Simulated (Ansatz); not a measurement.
Base system: PbO (space group P4/nmm, No. 129; a = 3.970 Å, c = 4.705 Å). Axes: x, y, z lie along a, b, c of the conventional cell.

The change: biaxial strain +0.60 %, plane normal [001], relaxed out of plane (Cartesian); in-plane vectors clamped, the third vector and the atoms free.

Level of theory: PBEsol-D3(BJ) in Ansatz (plane waves to 420 eV, PAW, spin-orbit coupling left out).

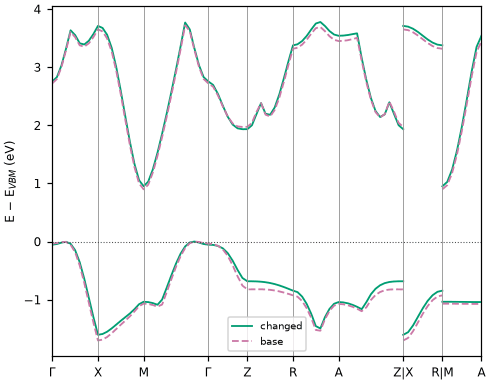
*Highest valence and lowest conduction band along the path, each from its own valence-band maximum*

**Question.** Read the changed gap and its character from the plot.

**Answer.** About 1.0 eV, indirect, M–Γ (79 % along) → M.

With Pb present, leaving out spin-orbit coupling can change the band edges. Whether these cells are dynamically stable was not tested.

Ansatz is a first-principles code.
